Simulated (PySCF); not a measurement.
# HfHCl3O (SMILES Cl[Hf](Cl)(Cl)O) at 6 levels

Aim: a comparison of 6 runs (HF/def2-SVP, PBE0/def2-SVP, SVWN5/def2-SVP, TPSS/def2-SVP, TPSS/def2-TZVP, wB97X/def2-TZVP) of HfHCl3O. 

Program for the calculation: PySCF 2.14.0.

**1. The system as given**

The species is HfHCl3O (6 atoms), meant as a singlet with charge 0. As SMILES, `Cl[Hf](Cl)(Cl)O`. The coordinates come from a PBE0-D4/def2-TZVP relaxation.

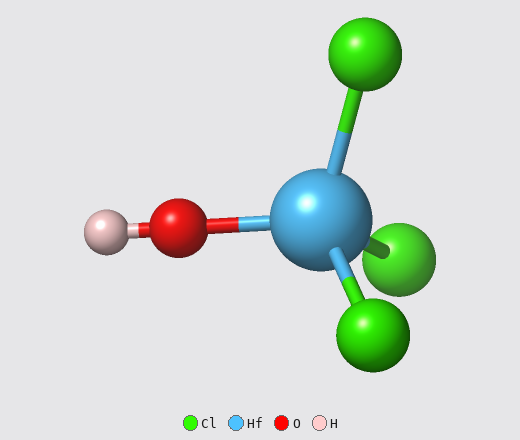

The structure, seen from a chosen angle (chlorine green, hafnium blue, oxygen red, hydrogen pink).

**2. Energy and gradient at HF/def2-SVP (core potential) (run 1)**

input.xyz reads:

```xyz
6

Cl     0.876760    -0.101050    -2.336560
Hf    -0.022850    -0.350510    -0.194310
Cl    -2.262380    -0.999350    -0.349730
Cl     1.185990    -1.965090     0.985740
O      0.084060     1.291990     0.717110
H      0.138420     2.124020     1.177740
```

run.py reads:

```python
import pyscf.grad
from pyscf import gto, scf

mol = gto.Mole()
mol.atom = 'input.xyz'
mol.max_memory = 1860
mol.verbose = 4
mol.ecp = {'Hf': 'def2-svp'}
mol.basis = 'def2-svp'
mol.build()

hf = scf.RHF(mol)
hf.conv_tol = 1e-10
hf.kernel()
if not hf.converged:
    hf = hf.newton().run(hf.mo_coeff, hf.mo_occ)

energy = hf.e_tot
print('Final energy', energy)
grad = hf.Gradients().kernel()
hf.analyze()
```

The run is started by

```
OMP_NUM_THREADS=1 python run.py
```

Standard output:

```text
PySCF version 2.14.0

[... 77 lines left out ...]
Total Energy =                       -1501.256634019112198
[... 11 lines left out ...]
MO #5   energy= -10.5579575467014  occ= 2
[... 9 lines left out ...]
MO #15  energy= -8.03023104960981  occ= 2
[... 9 lines left out ...]
MO #25  energy= -0.738126099637768 occ= 2
[... 9 lines left out ...]
MO #35  energy= -0.470741694976274 occ= 2
[... 9 lines left out ...]
MO #45  energy= 0.135923581444707  occ= 0
[... 9 lines left out ...]
MO #55  energy= 0.689907216231774  occ= 0
[... 9 lines left out ...]
MO #65  energy= 0.883046987430494  occ= 0
[... 9 lines left out ...]
MO #75  energy= 1.143534112883     occ= 0
[... 9 lines left out ...]
MO #85  energy= 1.35675572968986   occ= 0
[... 9 lines left out ...]
MO #95  energy= 1.84479444188207   occ= 0
[... 9 lines left out ...]
MO #105 energy= 706.932992491274   occ= 0
[... 75 lines left out ...]
pop of  3 Cl 2py          1.99995
pop of  3 Cl 2pz          1.99997
pop of  3 Cl 3px          1.84055
pop of  3 Cl 3py          1.76319
pop of  3 Cl 3pz          1.84849
pop of  3 Cl 4px          0.00362
pop of  3 Cl 4py          0.00352
pop of  3 Cl 4pz          0.00344
pop of  3 Cl 3dxy         0.00327
pop of  3 Cl 3dyz         0.00321
pop of  3 Cl 3dz^2        0.00219
pop of  3 Cl 3dxz         0.00223
pop of  3 Cl 3dx2-y2      0.00295
pop of  4 O 1s            1.99974
pop of  4 O 2s            1.56457
pop of  4 O 3s            0.00684
pop of  4 O 2px           1.87561
pop of  4 O 2py           1.44532
pop of  4 O 2pz           1.74452
pop of  4 O 3px           0.01158
pop of  4 O 3py           0.00766
pop of  4 O 3pz           0.01209
pop of  4 O 3dxy          0.00018
pop of  4 O 3dyz          0.00146
pop of  4 O 3dz^2         0.00018
pop of  4 O 3dxz          0.00007
pop of  4 O 3dx2-y2       0.00118
pop of  5 H 1s            0.61656
pop of  5 H 2s            0.01996
pop of  5 H 2px           0.00088
pop of  5 H 2py           0.00215
pop of  5 H 2pz           0.00124
 ** Mulliken atomic charges  **
charge of    0Cl =     -0.40294
charge of    1Hf =      1.52276
charge of    2Cl =     -0.40344
charge of    3Cl =     -0.40460
charge of    4O =     -0.67099
charge of    5H =      0.35921
Dipole moment(X, Y, Z, Debye):  0.17533,  2.68851,  1.48993
```

Wall time 17 s (1 thread of Intel Xeon at 2.70GHz, shared host); peak memory 0.24 GiB.

**3. Energy and gradient at PBE0/def2-SVP (core potential) (run 2)**

calc.py reads:

```python
from pyscf import gto, dft

mol = gto.Mole()
mol.atom = '''
Cl     1.656836    -0.190957    -4.415458
Hf    -0.043180    -0.662368    -0.367193
Cl    -4.275279    -1.888498    -0.660894
Cl     2.241196    -3.713482     1.862779
O      0.158850     2.441507     1.355142
H      0.261576     4.013816     2.225606
'''
mol.unit = 'bohr'
mol.charge = 0
mol.ecp = {'Hf': 'def2-svp'}
mol.basis = 'def2-svp'
mol.max_memory = 1860
mol.verbose = 4
mol.spin = 0
mol.build()

myscf = dft.RKS(mol)
myscf.xc = 'pbe0'
myscf.grids.level = 5
myscf.conv_tol = 1e-10
myscf.kernel()
if not myscf.converged:
    myscf = myscf.newton().run(myscf.mo_coeff, myscf.mo_occ)

e_tot = myscf.e_tot
print(f'total energy: {e_tot:.8f} hartree')
grad = myscf.nuc_grad_method().kernel()
myscf.analyze()
```

The run is started by

```
OMP_NUM_THREADS=1 python calc.py
```

Standard output:

```text
PySCF version 2.14.0

[... 89 lines left out ...]
Total Energy =                       -1503.723651884579795
[... 11 lines left out ...]
MO #5   energy= -9.53406534081713  occ= 2
[... 9 lines left out ...]
MO #15  energy= -7.26785918868094  occ= 2
[... 9 lines left out ...]
MO #25  energy= -0.565057892723601 occ= 2
[... 9 lines left out ...]
MO #35  energy= -0.346068377092672 occ= 2
[... 9 lines left out ...]
MO #45  energy= 0.05290865581624   occ= 0
[... 9 lines left out ...]
MO #55  energy= 0.515145515876128  occ= 0
[... 9 lines left out ...]
MO #65  energy= 0.684667004576028  occ= 0
[... 9 lines left out ...]
MO #75  energy= 0.898236795571259  occ= 0
[... 9 lines left out ...]
MO #85  energy= 1.11413675573327   occ= 0
[... 9 lines left out ...]
MO #95  energy= 1.59424258134348   occ= 0
[... 9 lines left out ...]
MO #105 energy= 706.921741693542   occ= 0
[... 75 lines left out ...]
pop of  3 Cl 2py          1.99990
pop of  3 Cl 2pz          1.99992
pop of  3 Cl 3px          1.82124
pop of  3 Cl 3py          1.74333
pop of  3 Cl 3pz          1.83154
pop of  3 Cl 4px          0.00363
pop of  3 Cl 4py          0.00387
pop of  3 Cl 4pz          0.00348
pop of  3 Cl 3dxy         0.00273
pop of  3 Cl 3dyz         0.00270
pop of  3 Cl 3dz^2        0.00197
pop of  3 Cl 3dxz         0.00191
pop of  3 Cl 3dx2-y2      0.00271
pop of  4 O 1s            1.99972
pop of  4 O 2s            1.56487
pop of  4 O 3s            0.00699
pop of  4 O 2px           1.84191
pop of  4 O 2py           1.42638
pop of  4 O 2pz           1.71528
pop of  4 O 3px           0.00953
pop of  4 O 3py           0.00870
pop of  4 O 3pz           0.01116
pop of  4 O 3dxy          0.00013
pop of  4 O 3dyz          0.00139
pop of  4 O 3dz^2         0.00014
pop of  4 O 3dxz          0.00006
pop of  4 O 3dx2-y2       0.00113
pop of  5 H 1s            0.62049
pop of  5 H 2s            0.01972
pop of  5 H 2px           0.00093
pop of  5 H 2py           0.00166
pop of  5 H 2pz           0.00111
 ** Mulliken atomic charges  **
charge of    0Cl =     -0.34962
charge of    1Hf =      1.28302
charge of    2Cl =     -0.35026
charge of    3Cl =     -0.35183
charge of    4O =     -0.58740
charge of    5H =      0.35609
Dipole moment(X, Y, Z, Debye):  0.17284,  2.65024,  1.46875
```

Wall time 47 s (1 thread of Intel Xeon at 2.70GHz, shared host); peak memory 1 GiB.

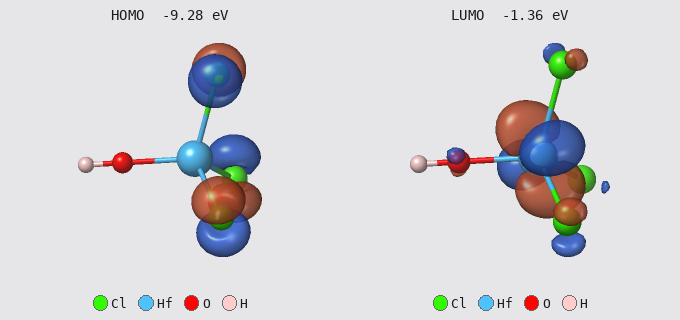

Frontier orbitals of this run, surfaces at ±0.2 Å^-3/2.

Runs 3 to 5 aren't shown in full; the table further down has their settings and results.

**4. Energy and forces at wB97X/def2-TZVP (core potential) (run 6)**

run.py reads:

```python
# Cl[Hf](Cl)(Cl)O
from pyscf import gto, dft

mol = gto.M(
    atom=[
    ('Cl', (0.876760, -0.101050, -2.336560)),
    ('Hf', (-0.022850, -0.350510, -0.194310)),
    ('Cl', (-2.262380, -0.999350, -0.349730)),
    ('Cl', (1.185990, -1.965090, 0.985740)),
    ('O', (0.084060, 1.291990, 0.717110)),
    ('H', (0.138420, 2.124020, 1.177740)),
],
    spin=0,
    max_memory=1860,
    verbose=4,
    basis='def2-tzvp',
    charge=0,
    ecp={'Hf': 'def2-svp'},
)

myscf = dft.RKS(mol)
myscf.xc = 'wb97x'
myscf.grids.level = 5
myscf.conv_tol = 1e-10
myscf.kernel()
if not myscf.converged:
    myscf = myscf.newton().run(myscf.mo_coeff, myscf.mo_occ)

etot = myscf.e_tot
print('E(%s) = %.9f' % ('WB97X', etot))
grad = myscf.nuc_grad_method().kernel()
myscf.analyze()
```

The run is started by

```
OMP_NUM_THREADS=1 python run.py
```

Standard output:

```text
PySCF version 2.14.0

[... 99 lines left out ...]
MO #1   energy= -101.491648331751  occ= 2
[... 16 lines left out ...]
MO #18  energy= -1.5171264157625   occ= 2
[... 16 lines left out ...]
MO #35  energy= -0.437093718311271 occ= 2
[... 16 lines left out ...]
MO #52  energy= 0.267477941698966  occ= 0
[... 16 lines left out ...]
MO #69  energy= 0.550773700233518  occ= 0
[... 16 lines left out ...]
MO #86  energy= 0.932820308084745  occ= 0
[... 16 lines left out ...]
MO #103 energy= 1.62246877468629   occ= 0
[... 16 lines left out ...]
MO #120 energy= 2.03452219451506   occ= 0
[... 16 lines left out ...]
MO #137 energy= 2.32823198897459   occ= 0
[... 16 lines left out ...]
MO #154 energy= 2.90913945219264   occ= 0
[... 16 lines left out ...]
MO #171 energy= 10.8191679859863   occ= 0
[... 16 lines left out ...]
MO #188 energy= 742.697976548041   occ= 0
[... 158 lines left out ...]
pop of  4 O 2px           1.91407
pop of  4 O 2py           1.61430
pop of  4 O 2pz           1.82003
pop of  4 O 3px           0.01787
pop of  4 O 3py           0.08532
pop of  4 O 3pz           0.03831
pop of  4 O 4px           0.00093
pop of  4 O 4py           0.00386
pop of  4 O 4pz           0.00173
pop of  4 O 3dxy          0.00315
pop of  4 O 3dyz          0.00853
pop of  4 O 3dz^2         0.00245
pop of  4 O 3dxz          0.00114
pop of  4 O 3dx2-y2       0.00680
pop of  4 O 4dxy          0.00180
pop of  4 O 4dyz          0.00439
pop of  4 O 4dz^2         0.00138
pop of  4 O 4dxz          0.00064
pop of  4 O 4dx2-y2       0.00348
pop of  4 O 4f-3          0.00064
pop of  4 O 4f-2          0.00035
pop of  4 O 4f-1          0.00058
pop of  4 O 4f+0          0.00040
pop of  4 O 4f+1          0.00001
pop of  4 O 4f+2          0.00103
pop of  4 O 4f+3          0.00041
pop of  5 H 1s            0.61167
pop of  5 H 2s            0.00976
pop of  5 H 3s            0.00762
pop of  5 H 2px           0.00095
pop of  5 H 2py           0.00173
pop of  5 H 2pz           0.00119
 ** Mulliken atomic charges  **
charge of    0Cl =     -0.78438
charge of    1Hf =      3.26051
charge of    2Cl =     -0.78595
charge of    3Cl =     -0.79021
charge of    4O =     -1.26704
charge of    5H =      0.36707
Dipole moment(X, Y, Z, Debye):  0.16905,  2.59250,  1.43681
```

Wall time 4.2 min (1 thread of Intel Xeon at 2.70GHz, shared host); peak memory 2.7 GiB.

**5. All runs side by side**

```
run                             level  integration grid   energy (Eh)  dipole moment (D)  HOMO energy (eV)  LUMO energy (eV)  wall time
  1      HF/def2-SVP (core potential)                 –  -1501.256634               3.08            -12.57              1.97       17 s
  2    PBE0/def2-SVP (core potential)                 5  -1503.723652               3.03             -9.28             -1.36       47 s
  3   SVWN5/def2-SVP (core potential)                 5  -1499.177228               2.98             -7.93             -2.28       26 s
  4    TPSS/def2-SVP (core potential)                 5  -1504.348898               3.08             -8.02             -2.08       63 s
  5   TPSS/def2-TZVP (core potential)                 5  -1504.920622               2.92             -8.03             -2.14    2.9 min
  6  wB97X/def2-TZVP (core potential)                 5  -1504.839870               2.97            -11.72              0.67    4.2 min
```

**6. What came out**

```
                       quantity           value
            run 6: total energy  -1504.83987 Eh
           run 6: dipole moment          2.97 D
             run 6: HOMO energy       -11.72 eV
             run 6: LUMO energy         0.67 eV
           run 6: HOMO–LUMO gap        12.39 eV
run 6: largest force on an atom      0.255 eV/Å
```

The dipole moment (its size) runs from 2.92 D (TPSS/def2-TZVP) to 3.08 D (TPSS/def2-SVP). The HOMO–LUMO gap runs from 5.65 eV (SVWN5/def2-SVP) to 14.54 eV (HF/def2-SVP). Exact exchange widens orbital gaps. Totals of different functionals can't be ranked against each other. All runs together took 9.7 min, the longest 4.2 min.
